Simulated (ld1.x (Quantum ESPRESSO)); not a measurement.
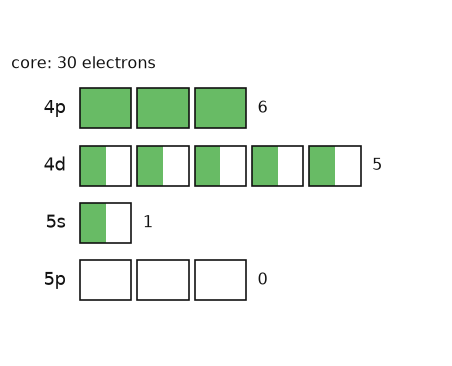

The valence shells of the reference configuration: a box for each of the 2l + 1 orbitals, shaded by the share of the shell that is filled, with the electron count at the right.

Pseudopotential generation for Tc

- system: technetium (Tc, Z = 43), core [Ar] 3d10 4s2, reference valence 4p6 4d5 5s1 5p0 (an ion of charge +1), valence charge 13.
- method: ultrasoft potential, PBE, scalar-relativistic, made with ld1.x (Quantum ESPRESSO) 7.5

### Input
```
 &input
   title='Tc', zed=43., rel=1, dft='PBE', iswitch=3,
   config='[Kr] 4d5 4f-2 5s1 5p0',
   nld=4, rlderiv=2.25, eminld=-6.0, emaxld=5.0, deld=0.02
 /
 &inputp
   pseudotype=3, tm=.true., lloc=-2, rcloc=1.15,
   nlcc=.true.,
   which_augfun='PSQ', rmatch_augfun=0.95,
   file_pseudopw='Tc.UPF', file_wfcaegen='ae.wfc', file_wfcncgen='nc.wfc', file_beta='beta', file_chi='chi', file_wfcusgen='us.wfc'
 /
8
5S  1  0   1.00   0.00  0.85  1.10  0.0
5S  1  0   0.00   2.60  0.85  1.10  0.0
4P  2  1   6.00   0.00  1.80  2.05  0.0
5P  3  1   0.00   0.00  1.80  2.05  0.0
4D  3  2   5.00   0.00  1.60  1.70  0.0
4D  3  2   0.00   0.20  1.60  1.70  0.0
4F  4  3  -2.00   0.10  1.25  1.65  0.0
4F  4  3  -2.00   2.50  1.25  1.65  0.0
 &test
   configts(1)='4p6 4d5 5s1 5p0'
 /
```

Hardware: 1 CPU thread, shared host.

Command:
```bash
ld1.x < Tc.in > Tc.out
```

### Log
```
     Program LD1 v.7.5
     --------------------------- All-electron run ----------------------------

     Tc
     scalar relativistic calculation

     atomic number is 43.00
     dft =PBE   lsd =0 sic =0 latt =0  beta=0.20 tr2=1.0E-14
     Exchange-correlation= PBE
                           (   1   4   3   4   0   0   0)
     mesh =1231 r(mesh) = 100.86670 a.u. xmin = -7.00 dx = 0.01250
     1 Ry =  13.60569312 eV, c = 137.03599908

     n l     nl                  e(Ry)          e(Ha)          e(eV)
     1 0     1S 1( 2.00)     -1534.3833      -767.1916    -20876.3479
     2 0     2S 1( 2.00)      -219.3864      -109.6932     -2984.9045
     2 1     2P 1( 6.00)      -196.4031       -98.2015     -2672.1998
     3 0     3S 1( 2.00)       -38.6727       -19.3363      -526.1687
     3 1     3P 1( 6.00)       -31.1277       -15.5638      -423.5135
     4 0     4S 1( 2.00)        -5.9493        -2.9746       -80.9441
     4 1     4P 1( 6.00)        -3.8897        -1.9449       -52.9224
     3 2     3D 1(10.00)       -18.9193        -9.4596      -257.4097
     4 2     4D 1( 5.00)        -1.0360        -0.5180       -14.0957
     5 0     5S 1( 1.00)        -0.8374        -0.4187       -11.3936
     5 1     5P 1( 0.00)        -0.5048        -0.2524        -6.8676

     final scf error:  3.1E-15 reached in  27 iterations

     Etot =   -8570.590496 Ry,   -4285.295248 Ha, -116608.824173 eV

     Ekin =    8849.885131 Ry,    4424.942565 Ha,  120408.821264 eV
     Encl =  -20632.205433 Ry,  -10316.102717 Ha, -280715.455578 eV
     Eh   =    3467.790387 Ry,    1733.895194 Ha,   47181.691823 eV
     Exc  =    -256.060581 Ry,    -128.030290 Ha,   -3483.881682 eV

     normalization and overlap integrals

     s(1S/1S) =  1.000000  <r> =   0.0343  <r2> =    0.0016  r(max) =   0.0224
     s(2S/2S) =  1.000000  <r> =   0.1496  <r2> =    0.0264  r(max) =   0.1257
     s(2P/2P) =  1.000000  <r> =   0.1304  <r2> =    0.0208  r(max) =   0.1004
     s(3S/3S) =  1.000000  <r> =   0.4154  <r2> =    0.1976  r(max) =   0.3730
     s(3P/3P) =  1.000000  <r> =   0.4163  <r2> =    0.2016  r(max) =   0.3638
     s(4S/4S) =  1.000000  <r> =   1.0579  <r2> =    1.2681  r(max) =   0.9525
     s(4P/4P) =  1.000000  <r> =   1.1723  <r2> =    1.5746  r(max) =   1.0266
     s(3D/3D) =  1.000000  <r> =   0.3990  <r2> =    0.1910  r(max) =   0.3131
     s(4D/4D) =  1.000000  <r> =   1.6703  <r2> =    3.3788  r(max) =   1.2697
     s(5S/5S) =  1.000000  <r> =   3.0359  <r2> =   10.4413  r(max) =   2.6216
     s(5P/5P) =  1.000000  <r> =   3.8494  <r2> =   16.8694  r(max) =   3.2424

     ------------------------ End of All-electron run ------------------------

     --------------------- Generating US pseudopotential ---------------------

      Generating local potential from pseudized AE potential:
      Matching radius rcloc =   1.1500
      Enforcing V''(0)=0 (lloc=-2)

      Local pseudo, rcloc= 1.149 Estimated cut-off energy=    23.42 Ry

      Computing core charge for nlcc:

       r > 0.72 : true rho core
       r < 0.72 : rho core = a sin(br)/r    a=  23.47  b=   3.62

      Integrated core pseudo-charge :   7.55
      Wfc-us  5S rcutus= 1.093  Estimated cut-off energy=    50.64 Ry
      Wfc-us  5S rcutus= 1.093  Estimated cut-off energy=    59.72 Ry
      Wfc-us  4P rcutus= 2.042  Estimated cut-off energy=    20.79 Ry
      Wfc-us  5P rcutus= 2.042  Estimated cut-off energy=    39.08 Ry
      Wfc-us  4D rcutus= 1.714  Estimated cut-off energy=    38.95 Ry
      Wfc-us  4D rcutus= 1.714  Estimated cut-off energy=    44.40 Ry
      Wfc-us  4F rcutus= 1.630  Estimated cut-off energy=    54.24 Ry
      Wfc-us  4F rcutus= 1.630  Estimated cut-off energy=    57.99 Ry

     Q pseudized with Bessel functions
     Expected ecutrho=     589.9793 due to l1=  3   l2=  3

       Warning: n=1, l=0 expected 0 nodes, found 1
       Setting wfc to zero for this iteration
       (This warning will only be printed once per wavefunction)

       Zero norm: self consistency problem; state:  3 (l=  0, j=0.0)

     ------------------- End of pseudopotential generation -------------------

     --------------------------- All-electron run ----------------------------

     Tc
     scalar relativistic calculation

     atomic number is 43.00
     dft =PBE   lsd =0 sic =0 latt =0  beta=0.20 tr2=1.0E-14
     Exchange-correlation= PBE
                           (   1   4   3   4   0   0   0)
     mesh =1231 r(mesh) = 100.86670 a.u. xmin = -7.00 dx = 0.01250
     1 Ry =  13.60569312 eV, c = 137.03599908

     n l     nl                  e(Ry)          e(Ha)          e(eV)
     1 0     1S 1( 2.00)     -1534.3833      -767.1916    -20876.3479
     2 0     2S 1( 2.00)      -219.3864      -109.6932     -2984.9045
     2 1     2P 1( 6.00)      -196.4031       -98.2015     -2672.1998
     3 0     3S 1( 2.00)       -38.6727       -19.3363      -526.1687
     3 1     3P 1( 6.00)       -31.1277       -15.5638      -423.5135
     4 0     4S 1( 2.00)        -5.9493        -2.9746       -80.9441
     4 1     4P 1( 6.00)        -3.8897        -1.9449       -52.9224
     3 2     3D 1(10.00)       -18.9193        -9.4596      -257.4097
     4 2     4D 1( 5.00)        -1.0360        -0.5180       -14.0957
     5 0     5S 1( 1.00)        -0.8374        -0.4187       -11.3936
     5 1     5P 1( 0.00)        -0.5048        -0.2524        -6.8676

     final scf error:  3.1E-15 reached in  27 iterations

     Etot =   -8570.590496 Ry,   -4285.295248 Ha, -116608.824173 eV

     Ekin =    8849.885131 Ry,    4424.942565 Ha,  120408.821264 eV
     Encl =  -20632.205433 Ry,  -10316.102717 Ha, -280715.455578 eV
     Eh   =    3467.790387 Ry,    1733.895194 Ha,   47181.691823 eV
     Exc  =    -256.060581 Ry,    -128.030290 Ha,   -3483.881682 eV

     normalization and overlap integrals

     s(1S/1S) =  1.000000  <r> =   0.0343  <r2> =    0.0016  r(max) =   0.0224
     s(2S/2S) =  1.000000  <r> =   0.1496  <r2> =    0.0264  r(max) =   0.1257
     s(2P/2P) =  1.000000  <r> =   0.1304  <r2> =    0.0208  r(max) =   0.1004
     s(3S/3S) =  1.000000  <r> =   0.4154  <r2> =    0.1976  r(max) =   0.3730
     s(3P/3P) =  1.000000  <r> =   0.4163  <r2> =    0.2016  r(max) =   0.3638
     s(4S/4S) =  1.000000  <r> =   1.0579  <r2> =    1.2681  r(max) =   0.9525
     s(4P/4P) =  1.000000  <r> =   1.1723  <r2> =    1.5746  r(max) =   1.0266
     s(3D/3D) =  1.000000  <r> =   0.3990  <r2> =    0.1910  r(max) =   0.3131
     s(4D/4D) =  1.000000  <r> =   1.6703  <r2> =    3.3788  r(max) =   1.2697
     s(5S/5S) =  1.000000  <r> =   3.0359  <r2> =   10.4413  r(max) =   2.6216
     s(5P/5P) =  1.000000  <r> =   3.8494  <r2> =   16.8694  r(max) =   3.2424

     ------------------------ End of All-electron run ------------------------

     Computing logarithmic derivative in   2.24245

       Warning: n=2, l=1 expected 0 nodes, found 1
       Setting wfc to zero for this iteration
       (This warning will only be printed once per wavefunction)

       Zero norm: self consistency problem; state:  1 (l=  1, j=0.0)
       Zero norm: self consistency problem; state:  3 (l=  0, j=0.0)

       Warning: n=3, l=2 expected 0 nodes, found 1
       Setting wfc to zero for this iteration
       (This warning will only be printed once per wavefunction)

       Zero norm: self consistency problem; state:  2 (l=  2, j=0.0)
       Zero norm: self consistency problem; state:  3 (l=  0, j=0.0)
       Zero norm: self consistency problem; state:  2 (l=  2, j=0.0)
       Zero norm: self consistency problem; state:  3 (l=  0, j=0.0)
       Zero norm: self consistency problem; state:  1 (l=  1, j=0.0)
       Zero norm: self consistency problem; state:  2 (l=  2, j=0.0)
       Zero norm: self consistency problem; state:  3 (l=  0, j=0.0)
       Zero norm: self consistency problem; state:  1 (l=  1, j=0.0)
       Zero norm: self consistency problem; state:  2 (l=  2, j=0.0)
       Zero norm: self consistency problem; state:  3 (l=  0, j=0.0)
       Zero norm: self consistency problem; state:  1 (l=  1, j=0.0)
       Zero norm: self consistency problem; state:  2 (l=  2, j=0.0)
       Zero norm: self consistency problem; state:  3 (l=  0, j=0.0)
       Zero norm: self consistency problem; state:  1 (l=  1, j=0.0)
       Zero norm: self consistency problem; state:  2 (l=  2, j=0.0)
       Zero norm: self consistency problem; state:  3 (l=  0, j=0.0)
       Zero norm: self consistency problem; state:  1 (l=  1, j=0.0)
       Zero norm: self consistency problem; state:  2 (l=  2, j=0.0)
       Zero norm: self consistency problem; state:  3 (l=  0, j=0.0)
       Zero norm: self consistency problem; state:  1 (l=  1, j=0.0)
       Zero norm: self consistency problem; state:  2 (l=  2, j=0.0)
       Zero norm: self consistency problem; state:  3 (l=  0, j=0.0)
       Zero norm: self consistency problem; state:  1 (l=  1, j=0.0)
       Zero norm: self consistency problem; state:  2 (l=  2, j=0.0)
       Zero norm: self consistency problem; state:  3 (l=  0, j=0.0)
       Zero norm: self consistency problem; state:  1 (l=  1, j=0.0)
       Zero norm: self consistency problem; state:  2 (l=  2, j=0.0)
       Zero norm: self consistency problem; state:  3 (l=  0, j=0.0)
       Zero norm: self consistency problem; state:  1 (l=  1, j=0.0)
       Zero norm: self consistency problem; state:  2 (l=  2, j=0.0)
       Zero norm: self consistency problem; state:  3 (l=  0, j=0.0)

 %%%%%%%%%%%%%%%%%%%%%%%%%%%%%%%%%%%%%%%%%%%%%%%%%%%%%%%%%%%%%%%%%%%%%%%%%%%%%%
     Error in routine run_pseudo (1):
     Errors in PS-KS equation
 %%%%%%%%%%%%%%%%%%%%%%%%%%%%%%%%%%%%%%%%%%%%%%%%%%%%%%%%%%%%%%%%%%%%%%%%%%%%%%

     stopping ...
```

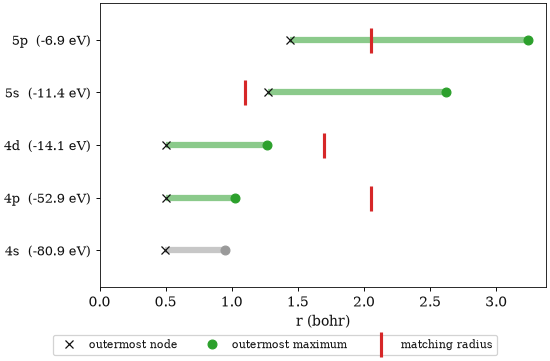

Outer shells of the all-electron reference atom: each bar runs from the outermost node (or the nucleus) to the outermost maximum of u(r); the tick is the radius chosen for the pseudo-wave. Shells without a tick have no pseudo-wave of their own. Levels, nodes and maxima are from ld1.x, scalar-relativistic.

- Radii against the shells: 4p: 2.05 bohr, outside the maximum; 4d: 1.70 bohr, outside the maximum; 5s: 1.10 bohr, inside the outermost node; 5p: 2.05 bohr, between node and maximum.

### What the run reported

```
 quantity                value
  outcome  ended with an error
wall time               0.63 s
```

### Diagnosis

The generator stopped with the message “run_pseudo: Errors in PS-KS equation”. In words: the pseudo-atom solver did not find the valence states with the expected number of nodes, which is the usual sign of a ghost state. The 5s radius (1.100 bohr) lies inside the outermost all-electron node (1.274 bohr).
